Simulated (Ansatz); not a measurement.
## Electronic structure of C$_{2}$H$_{5}$Ga in real space

The calculation's input:

```
crystal:
  periodic: [false, false, false]
  atoms:
    - symbol: C
      position_ang: [-0.824977, 0.038562, -0.273416]
    - symbol: C
      position_ang: [-0.549147, -0.467763, -1.476236]
    - symbol: Ga
      position_ang: [0.370341, -0.281600, 1.233449]
    - symbol: H
      position_ang: [-1.191919, -0.311109, -2.340718]
    - symbol: H
      position_ang: [0.340412, -1.067971, -1.653915]
    - symbol: H
      position_ang: [0.078413, 0.295468, 2.663102]
    - symbol: H
      position_ang: [1.649003, -1.150634, 0.949267]
    - symbol: H
      position_ang: [-1.733307, 0.629748, -0.169406]
basis:
  gaussian:
    orbitals: def2-TZVPD
hamiltonian:
  xc: pbe0
output: {forces: true, orbitals: {seedname: orbitals}}
```

Command:

```sh
ansatz run input.yaml --threads 2 --pin off --max-ram 4350MiB --events-out events.jsonl --progress --plain --runs-dir runs
```

Geometry: PBE0-D4/def2-TZVP.

All numbers below come from isolated molecule in a Gaussian basis; Kohn-Sham density functional theory, functional PBE0 (Ansatz).

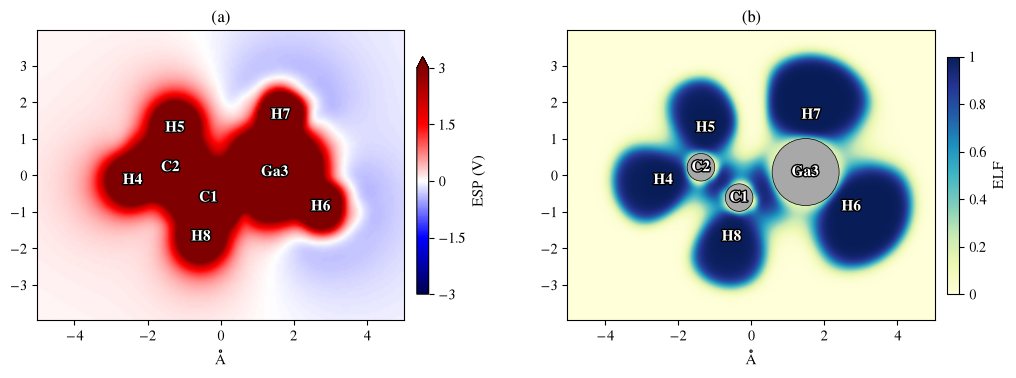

Figure 1. (a) molecular electrostatic potential; (b) ELF on the molecular plane. Grey discs cover the atomic cores in the ELF map.

Q: Interpret the plot.

A: The section cuts through C, Ga and H sites. C–C (1.33 Å): the ELF peaks at about 0.95 between the atoms: a multiple bond. C–Ga (1.95 Å): the ELF peaks at about 0.95 in the valence shell of C, 0.7 Å from its nucleus, and is about 0.55 at the midpoint. C–H (1.09 Å): the ELF climbs to about 1 towards the hydrogen, as it does in any bond to H: a covalent bond by its length. Ga–H (1.57 Å): the ELF climbs to about 1 towards the hydrogen. Outside the dense part of the molecule the potential is most negative (−0.4 V) near H6.

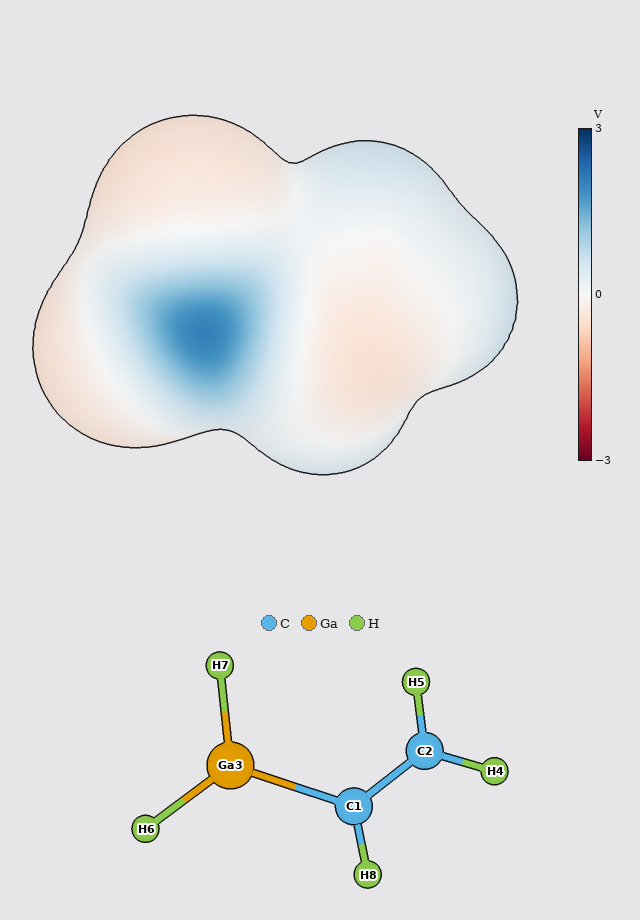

Figure 2. The electrostatic potential painted on the density surface at 0.001 e/bohr³, seen at a tilt; red is negative and blue positive. The bare structure is drawn below in the same view.

Q: Describe the electrostatic potential map.

A: The most negative region (about −0.4 V, or −9 kcal/mol for a unit charge) lies over C1, C2, H6 and H7, the most positive (about +2.0 V, or +46 kcal/mol for a unit charge) over Ga3.

Q: What dipole moment does the calculation give?

A: Its dipole moment is 0.81 D.

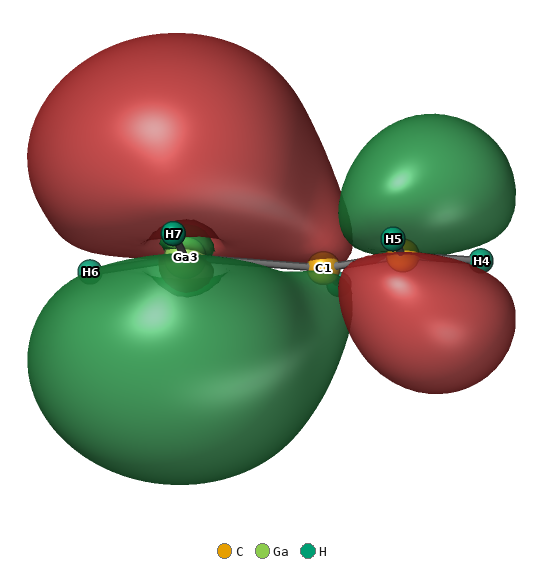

Figure 3. The LUMO at ±0.05 Å⁻³ᐟ² (green and red are the two phases), seen from one side.

Q: Where does this orbital lie, and at what energy?

A: Its weight (Hirshfeld) is mainly on Ga3 (about 60 %), C2 (about 15 %) and C1 (about 10 %); it changes sign across the molecular plane (π type); π-antibonding (a node) across C1–C2. Its energy is −1.75 eV.
